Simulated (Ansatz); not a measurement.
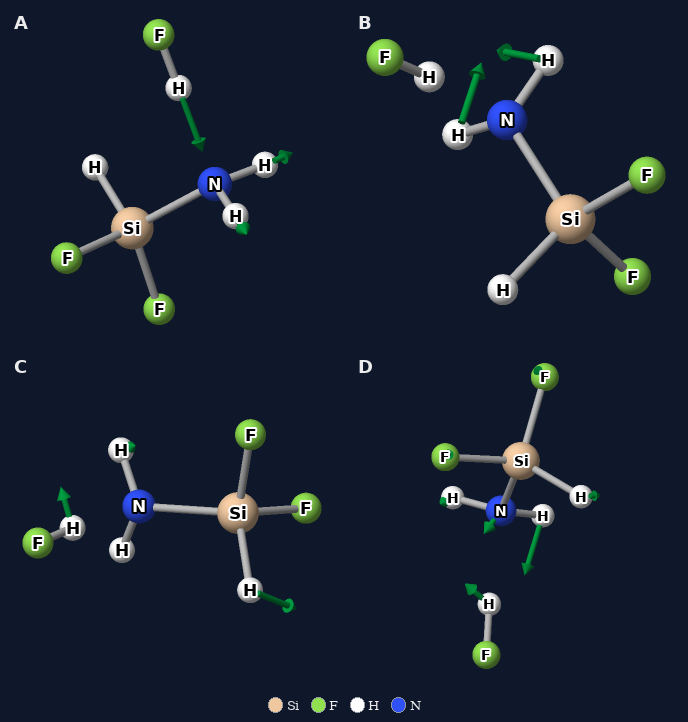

4 normal modes of one molecule or complex, as arrows. Harmonic vibrations computed with RKS PBE0-D4/def2-TZVP (Ansatz 0.2.0) at a stationary point of the same level.

**Match the panels to the wavenumbers 300 cm⁻¹, 839 cm⁻¹, 1582 cm⁻¹, 3534 cm⁻¹.**

A: 3534 cm⁻¹, F–H stretching
B: 1582 cm⁻¹, H–N–H bending
C: 839 cm⁻¹, F–Si–H bending
D: 300 cm⁻¹
